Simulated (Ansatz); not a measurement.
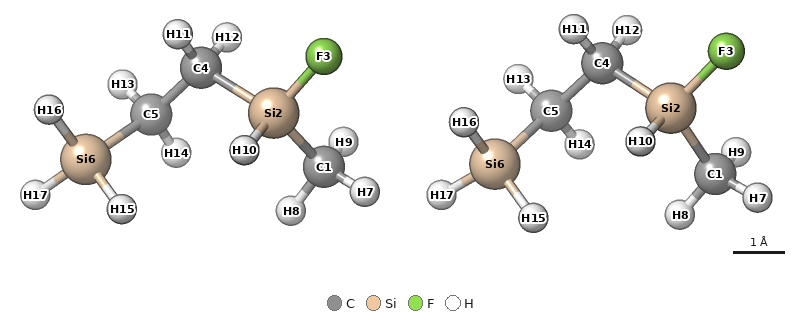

Two geometries of C3H11FSi2, drawn at one scale. One is the start of a relaxation, the other its converged end. The picture is a ball-and-stick view, seen face on.

Computed with Ansatz 0.2.0, RKS PBE/STO-3G. Settings: no spin polarisation; force threshold 0.02 eV/Å; at most 40 steps.

### Which one is relaxed?

The right one is the relaxed one. The run prepares the start of a later molecular dynamics calculation, from a guessed geometry. H16 moves most after the best rigid fit: 0.41 Å. By element the largest moves are H 0.41 Å, C 0.24 Å, Si 0.20 Å, F 0.11 Å. Some distances before and after: C1–H9 1.013 → 1.103 Å, C1–Si2 1.825 → 1.889 Å, C5–H13 1.047 → 1.108 Å, Si2–C4 1.961 → 1.903 Å. Among the angles between lasting bonds that change: Si2–C4–H11 103.5° → 109.0°, C1–Si2–H10 113.4° → 108.9°, C5–C4–H11 113.7° → 109.2°. Over 11 geometry steps the energy falls by 16.8 kcal/mol. The largest force component goes from 4.9 to 0.016 eV/Å. The forces were under the threshold at step 4, but the run went on from there.

Limits of the set-up: STO-3G is a minimal basis, so the numbers are rough.
